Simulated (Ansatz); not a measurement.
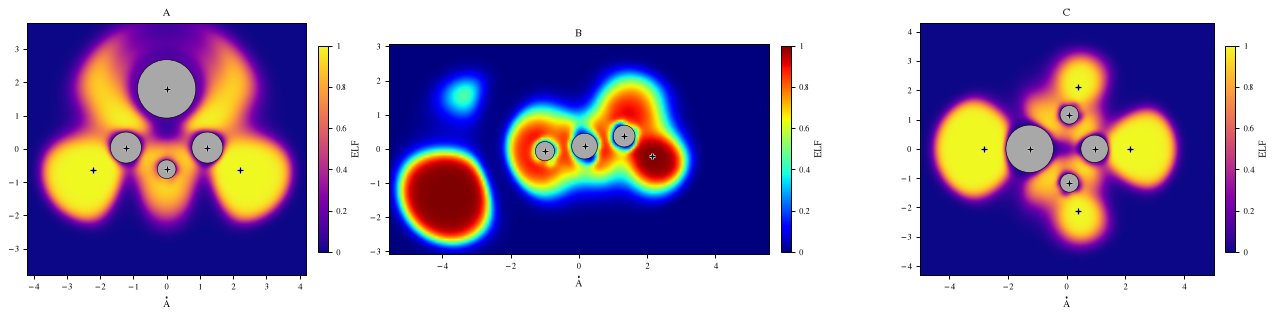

The electron localisation function of 3 systems, each on a plane through atoms (crosses mark nuclei in the plane; grey discs cover the cores).

Computed with Ansatz 0.2.0, RKS PBE0-D4/def2-TZVPP.

System 1: B2H2OZn, the molecular plane. Geometry: PBE0-D4/def2-TZVP.

```xyz
6

B    -0.6272    0.5421   -0.8974
O     0.2859    0.5147    0.1464
B     0.6065   -0.6291    0.8627
Zn   -0.8111   -1.5524   -0.4601
H    -0.8223    1.5901   -1.4418
H     1.4104   -0.5295    1.7439
```

System 2: AlBH4N2, the molecular plane. Geometry: PBE0-D4/def2-TZVP.

```xyz
8

B    -0.8363    0.3734   -0.2216
N     0.3076    1.0731    0.3162
Al    1.1306   -0.5094    0.2763
N    -0.4535   -1.0115   -0.3732
H    -1.9019    0.8516   -0.4913
H     0.3501    2.0486    0.5307
H     2.5305   -1.1377    0.6309
H    -1.0350   -1.7452   -0.7239
```

System 3: CH3NOSn, the plane of atoms C2, N1 and H5. Geometry: PBE0-D4/def2-TZVP; core potentials replace the inner electrons of Sn.

```
atom    x (Å)    y (Å)    z (Å)
   N  -0.6549  -2.2757  -0.5926
   C  -0.2904  -1.2886  -0.0235
   O   0.1939  -0.3487   0.4753
  Sn   0.0901   2.1494  -0.2180
   H  -1.5471  -2.7342  -0.5700
   H   0.4615   2.4823   1.4798
   H   1.8082   1.9475  -0.5968
```

Match each panel to its system.

Panel A is system 1, B2H2OZn: the plane holds B, O, Zn and H. B–O (1.39 Å): the ELF peaks at about 0.90 between the atoms; a polar covalent bond. Panel B is system 3, CH3NOSn: the plane holds N, C, O and H. C–O (1.17 Å): the ELF peaks at about 0.85 between the atoms; a multiple bond. Panel C is system 2, AlBH4N2: the plane holds B, N, Al and H. B–N (1.44 Å): the ELF peaks at about 0.90 between the atoms (a shared but strongly polarised pair).
